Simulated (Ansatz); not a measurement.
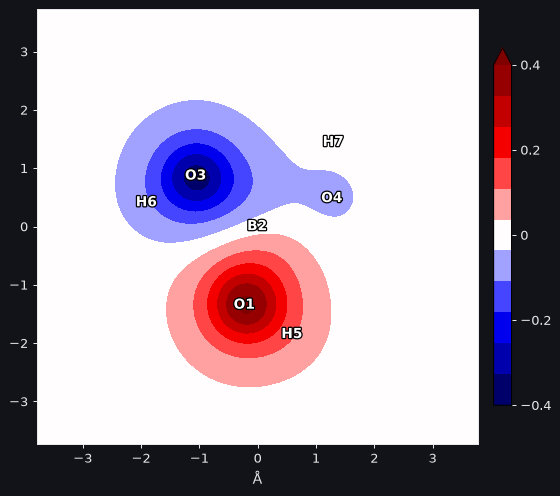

BH3O3 (SMILES OB(O)O). The HOMO on a plane 0.8 Å above the molecular plane (values in Å⁻³ᐟ²; the overall sign is arbitrary).

Geometry: PBE0-D4/def2-TZVP.

Method: isolated molecule in a Gaussian basis; Hartree-Fock in Ansatz.

```xyz
7

O    -1.3300   -0.2517    0.1846
B     0.0000    0.0000    0.0000
O     0.4303    1.2793   -0.2108
O     0.8997   -1.0276    0.0262
H    -1.5066   -1.1846    0.3226
H    -0.2927    1.9101   -0.2073
H     1.7993   -0.7255   -0.1152
```

**Where does this orbital lie, and at what energy?**

Its weight (Hirshfeld) is mainly on O1 (about 45 %) and O3 (about 40 %); it changes sign across the molecular plane (π type). It is one of a degenerate set, so its orientation is arbitrary. Its energy is −13.83 eV.
